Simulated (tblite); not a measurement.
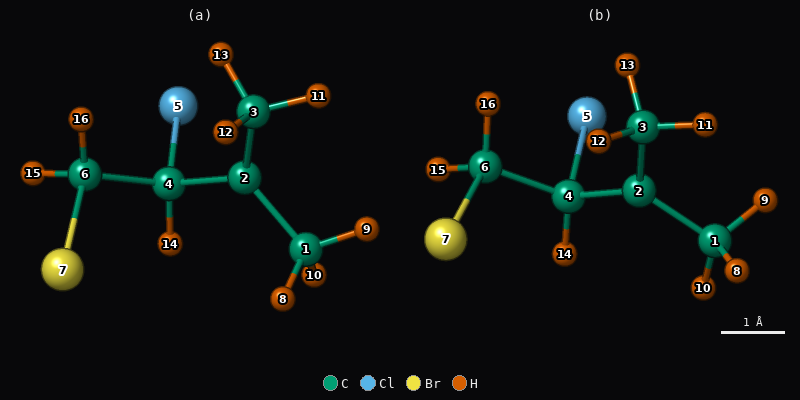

The structure of C$_{5}$H$_{9}$BrCl (multiplicity 2) before (left) and after (right) a relaxation, at one scale.

Style: ball-and-stick. Shown at a tilt.

Theory: GFN2-xTB geometry optimisation, gas phase (tblite). 

Describe what moved and what it gained.

Over 145 geometry steps the energy falls by 20.8 kJ/mol. The atom that moves furthest after the best rigid fit is H9 (1.00 Å). By element the largest moves are H 1.00 Å, Br 0.60 Å, C 0.35 Å, Cl 0.24 Å. Near-neighbour distances that change, for instance: C4–Cl5 1.781 → 2.023 Å, C2–C4 1.501 → 1.419 Å, C1–C2 1.511 → 1.483 Å, C4–C6 1.526 → 1.501 Å. Among the angles between lasting bonds that change: Cl5–C4–C6 109.4° → 100.1°, Cl5–C4–H14 105.1° → 98.6°, C2–C4–H14 109.1° → 114.6°. Groups turn about C1–C2 by about 40°, C2–C3 by about 30°. Cost: 0.89 s on 1 thread of Arm Neoverse V2 (shared host).
